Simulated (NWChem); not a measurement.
**C₂H₄OS: single-point calculation (part 1 of 2)**

C₂H₄OS, computed with CCSD(T)/def2-SVP, RHF (NWChem 7.3.0).

A bond length was changed on purpose from its optimised value.

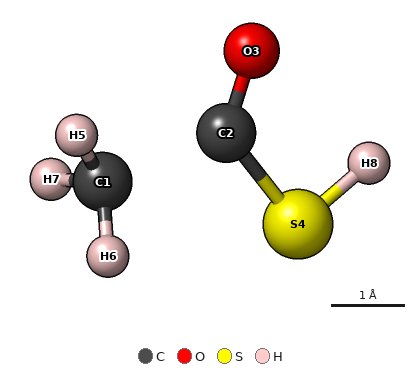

**Figure 1.** The structure (ball-and-stick view, seen at a tilt; atoms are numbered from 1 in the order of the input). Sticks are drawn by distance; a stretched bond gets none, so the picture shows separate pieces.

**Input**
```
start nw
title "C2H4OS"
memory 2200 mb
charge 0

geometry noautosym nocenter noautoz
C     -0.071407     1.495339     0.050873
C      0.278630    -0.411990    -0.177640
O      1.155120    -0.860900    -0.857880
S     -0.880520    -1.440710     0.717560
H      0.847163     2.051109    -0.132287
H     -0.464937     1.720779     1.042673
H     -0.818747     1.799239    -0.687257
H     -0.368420    -2.592290     0.254890
end

basis spherical bse
C library def2-SVP
O library def2-SVP
S library def2-SVP
H library def2-SVP
end

scf
singlet
rhf
thresh 1e-08
maxiter 80
end

ccsd
freeze core 8
maxiter 60
end

task ccsd(t) energy
```

Machine: 1 thread of Intel Xeon (Granite Rapids), 12 GiB of memory available, shared host.

Launched with:
```bash
nwchem nw.nw > nw.out
```

**Output**
```
Northwest Computational Chemistry Package (NWChem) 7.3.0
             --------------------------------------------------------

           Job information
           ---------------

    nwchem branch   = 7.3.0
    use scalapack   = T
    input           = nw.nw
    prefix          = nw.
    data base       = ./nw.db
    status          = startup
    nproc           =        1

           Memory information
           ------------------

    heap     =     72089600 doubles =      550.0 Mbytes
    stack    =     72089597 doubles =      550.0 Mbytes
    global   =    144179200 doubles =     1100.0 Mbytes (distinct from heap & stack)
    total    =    288358397 doubles =     2200.0 Mbytes
    verify   = yes
    hardfail = no

           Directory information
           ---------------------

  0 permanent = .
  0 scratch   = .

                                NWChem Input Module
                                -------------------

                                      C2H4OS
                                      ------

 Scaling coordinates for geometry "geometry" by  1.889725989
 (inverse scale =  0.529177249)

                             Geometry "geometry" -> ""
                             -------------------------

 Output coordinates in angstroms (scale by  1.889725989 to convert to a.u.)

  No.       Tag          Charge          X              Y              Z
 ---- ---------------- ---------- -------------- -------------- --------------
    1 C                    6.0000    -0.07140700     1.49533900     0.05087300
    2 C                    6.0000     0.27863000    -0.41199000    -0.17764000
    3 O                    8.0000     1.15512000    -0.86090000    -0.85788000
    4 S                   16.0000    -0.88052000    -1.44071000     0.71756000
    5 H                    1.0000     0.84716300     2.05110900    -0.13228700
    6 H                    1.0000    -0.46493700     1.72077900     1.04267300
    7 H                    1.0000    -0.81874700     1.79923900    -0.68725700
    8 H                    1.0000    -0.36842000    -2.59229000     0.25489000

      Atomic Mass
      -----------

      C                 12.000000
      O                 15.994910
      S                 31.972070
      H                  1.007825

 Effective nuclear repulsion energy (a.u.)     145.2249357844

            Nuclear Dipole moment (a.u.)
            ----------------------------
        X                 Y               Z
 ---------------- ---------------- ----------------
    -8.3317319638   -38.6630926380     8.1925989982

            XYZ format geometry
            -------------------
     8
 geometry
 C                    -0.07140700     1.49533900     0.05087300
 C                     0.27863000    -0.41199000    -0.17764000
 O                     1.15512000    -0.86090000    -0.85788000
 S                    -0.88052000    -1.44071000     0.71756000
 H                     0.84716300     2.05110900    -0.13228700
 H                    -0.46493700     1.72077900     1.04267300
 H                    -0.81874700     1.79923900    -0.68725700
 H                    -0.36842000    -2.59229000     0.25489000

 ==============================================================================
                                internuclear distances
 ------------------------------------------------------------------------------
       center one      |      center two      | atomic units |  angstroms
 ------------------------------------------------------------------------------
    3 O                |   2 C                |     2.26174  |     1.19686
    4 S                |   2 C                |     3.38217  |     1.78977
    5 H                |   1 C                |     2.05815  |     1.08913
    6 H                |   1 C                |     2.06089  |     1.09058
    7 H                |   1 C                |     2.06639  |     1.09348
    8 H                |   4 S                |     2.53706  |     1.34255
 ------------------------------------------------------------------------------
                         number of included internuclear distances:          6
 ==============================================================================

 ==============================================================================
                                 internuclear angles
 ------------------------------------------------------------------------------
        center 1       |       center 2       |       center 3       |  degrees
 ------------------------------------------------------------------------------
    5 H                |   1 C                |   6 H                |   110.60
    5 H                |   1 C                |   7 H                |   108.73
    6 H                |   1 C                |   7 H                |   108.05
    3 O                |   2 C                |   4 S                |   122.89
    2 C                |   4 S                |   8 H                |    94.22
 ------------------------------------------------------------------------------
                            number of included internuclear angles:          5
 ==============================================================================

                      Basis "ao basis" -> "" (spherical)
                      -----
  [basis functions not shown]

 Summary of "ao basis" -> "" (spherical)
 ------------------------------------------------------------------------------
       Tag                 Description            Shells   Functions and Types
 ---------------- ------------------------------  ------  ---------------------
 C                          def2-SVP                 6       14   3s2p1d
 O                          def2-SVP                 6       14   3s2p1d
 S                          def2-SVP                 8       18   4s3p1d
 H                          def2-SVP                 3        5   2s1p

                                 NWChem SCF Module
                                 -----------------

                                      C2H4OS

  ao basis        = "ao basis"
  functions       =    80
  atoms           =     8
  closed shells   =    20
  open shells     =     0
  charge          =   0.00
  wavefunction    = RHF
  input vectors   = atomic
  output vectors  = ./nw.movecs
  use symmetry    = F
  symmetry adapt  = F

 Summary of "ao basis" -> "ao basis" (spherical)
 ------------------------------------------------------------------------------
       Tag                 Description            Shells   Functions and Types
 ---------------- ------------------------------  ------  ---------------------
 C                          def2-SVP                 6       14   3s2p1d
 O                          def2-SVP                 6       14   3s2p1d
 S                          def2-SVP                 8       18   4s3p1d
 H                          def2-SVP                 3        5   2s1p

 Forming initial guess at       0.0s

      Superposition of Atomic Density Guess
      -------------------------------------

 Sum of atomic energies:        -549.28520941

      Non-variational initial energy
      ------------------------------

 Total energy =    -550.639875
 1-e energy   =   -1043.704824
 2-e energy   =     347.840013
 HOMO         =      -0.304955
 LUMO         =       0.022994

 Starting SCF solution at       0.1s

 ----------------------------------------------
         Quadratically convergent ROHF

 Convergence threshold     :          1.000E-08
 Maximum no. of iterations :           80
 Final Fock-matrix accuracy:          1.000E-10
 ----------------------------------------------

              iter       energy          gnorm     gmax       time
             ----- ------------------- --------- --------- --------
                 1     -550.0466648409  1.30D+00  3.88D-01      0.4
                 2     -550.1443915179  3.52D-01  6.54D-02      0.9
                 3     -550.1601102444  1.80D-02  5.45D-03      1.7
                 4     -550.1601802531  3.51D-04  7.24D-05      2.8
                 5     -550.1601802642  7.74D-08  1.82D-08      4.7
                 6     -550.1601802642  3.75D-10  9.00D-11      6.1

       Final RHF  results
       ------------------

         Total SCF energy =   -550.160180264181
      One-electron energy =  -1045.543717428125
      Two-electron energy =    350.158601379562
 Nuclear repulsion energy =    145.224935784383

        Time for solution =      6.0s

             Final eigenvalues
             -----------------

              1
    1  -91.9486
    2  -20.5746
    3  -11.3950
    4  -11.2832
    5   -8.9850
    6   -6.6727
    7   -6.6711
    8   -6.6692
    9   -1.4056
   10   -1.0259
   11   -0.9442
   12   -0.7461
   13   -0.6462
   14   -0.6239
   15   -0.5927
   16   -0.5793
   17   -0.5550
   18   -0.5124
   19   -0.3959
   20   -0.3866
   21    0.1430
   22    0.1529
   23    0.1645
   24    0.1988
   25    0.2528
   26    0.2575
   27    0.3069
   28    0.3601
   29    0.5303
   30    0.5658

                       ROHF Final Molecular Orbital Analysis
                       -------------------------------------

 Vector    9  Occ=2.000000D+00  E=-1.405584D+00
              MO Center=  8.9D-01, -7.5D-01, -6.5D-01, r^2= 5.1D-01
   Bfn.  Coefficient  Atom+Function         Bfn.  Coefficient  Atom+Function
  ----- ------------  ---------------      ----- ------------  ---------------
    30      0.507870  3 O  s                 16      0.287541  2 C  s
    31      0.284158  3 O  s                 29      0.257856  3 O  s

 Vector   10  Occ=2.000000D+00  E=-1.025945D+00
              MO Center= -4.8D-01, -1.2D+00,  4.0D-01, r^2= 1.6D+00
   Bfn.  Coefficient  Atom+Function         Bfn.  Coefficient  Atom+Function
  ----- ------------  ---------------      ----- ------------  ---------------
    45      0.581327  4 S  s                 44     -0.414532  4 S  s
    46      0.266062  4 S  s                 16      0.193982  2 C  s

 Vector   11  Occ=2.000000D+00  E=-9.441791D-01
              MO Center= -1.2D-01,  1.4D+00,  7.6D-02, r^2= 1.8D+00
   Bfn.  Coefficient  Atom+Function         Bfn.  Coefficient  Atom+Function
  ----- ------------  ---------------      ----- ------------  ---------------
     2      0.462233  1 C  s                  1     -0.236564  1 C  s
    66      0.187103  6 H  s                 71      0.187415  7 H  s
    61      0.185808  5 H  s                  3      0.166038  1 C  s
    45     -0.158896  4 S  s

 Vector   12  Occ=2.000000D+00  E=-7.461176D-01
              MO Center=  4.1D-01, -8.8D-01, -2.9D-01, r^2= 2.8D+00
   Bfn.  Coefficient  Atom+Function         Bfn.  Coefficient  Atom+Function
  ----- ------------  ---------------      ----- ------------  ---------------
    16      0.416338  2 C  s                 31     -0.262189  3 O  s
    30     -0.253887  3 O  s                 32     -0.233463  3 O  px
    45     -0.200640  4 S  s                 15     -0.182674  2 C  s
    34      0.181858  3 O  pz                76     -0.159495  8 H  s

 Vector   13  Occ=2.000000D+00  E=-6.462339D-01
              MO Center=  2.9D-01, -9.6D-01, -1.9D-01, r^2= 2.8D+00
   Bfn.  Coefficient  Atom+Function         Bfn.  Coefficient  Atom+Function
  ----- ------------  ---------------      ----- ------------  ---------------
    18      0.274660  2 C  px                32     -0.243809  3 O  px
    51     -0.219866  4 S  py                20     -0.215157  2 C  pz
    76      0.211051  8 H  s                 33      0.204903  3 O  py
    31     -0.203056  3 O  s                 54     -0.196083  4 S  py
    34      0.187091  3 O  pz

 Vector   14  Occ=2.000000D+00  E=-6.238695D-01
              MO Center=  5.4D-01, -4.4D-01, -3.7D-01, r^2= 2.3D+00
   Bfn.  Coefficient  Atom+Function         Bfn.  Coefficient  Atom+Function
  ----- ------------  ---------------      ----- ------------  ---------------
    33      0.380649  3 O  py                19      0.308979  2 C  py
    36      0.243017  3 O  py                32      0.189131  3 O  px
    22      0.171853  2 C  py

 Vector   15  Occ=2.000000D+00  E=-5.926631D-01
              MO Center=  7.4D-02,  7.3D-01, -2.3D-01, r^2= 2.8D+00
   Bfn.  Coefficient  Atom+Function         Bfn.  Coefficient  Atom+Function
  ----- ------------  ---------------      ----- ------------  ---------------
    71     -0.282849  7 H  s                  6      0.275579  1 C  pz
    34      0.217097  3 O  pz                 4      0.203107  1 C  px
    20      0.167463  2 C  pz                66      0.165050  6 H  s
    32      0.161798  3 O  px

 Vector   16  Occ=2.000000D+00  E=-5.793323D-01
              MO Center=  1.0D-01,  1.4D+00,  1.8D-01, r^2= 2.0D+00
   Bfn.  Coefficient  Atom+Function         Bfn.  Coefficient  Atom+Function
  ----- ------------  ---------------      ----- ------------  ---------------
     4      0.325775  1 C  px                61      0.320956  5 H  s
    66     -0.294167  6 H  s                  6     -0.251070  1 C  pz
```
